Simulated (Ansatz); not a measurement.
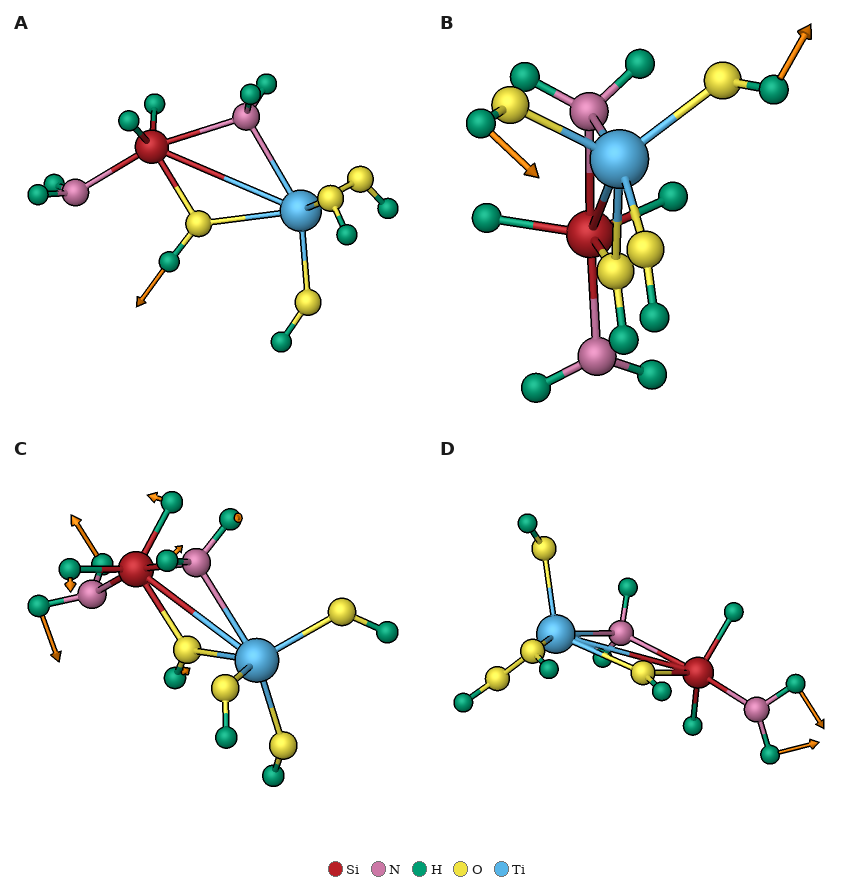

4 normal modes of one molecule or complex, as arrows. The species is neutral and a spin singlet. Harmonic vibrations computed with RKS PBE0-D4/def2-TZVP (Ansatz 0.2.0) at a stationary point of the same level.

**Match the panels to the wavenumbers 112 cm⁻¹, 512 cm⁻¹, 1584 cm⁻¹, 3826 cm⁻¹.**

A: 3826 cm⁻¹, O–H stretching
B: 512 cm⁻¹, H–O–Ti bending
C: 112 cm⁻¹
D: 1584 cm⁻¹, H–N–H bending
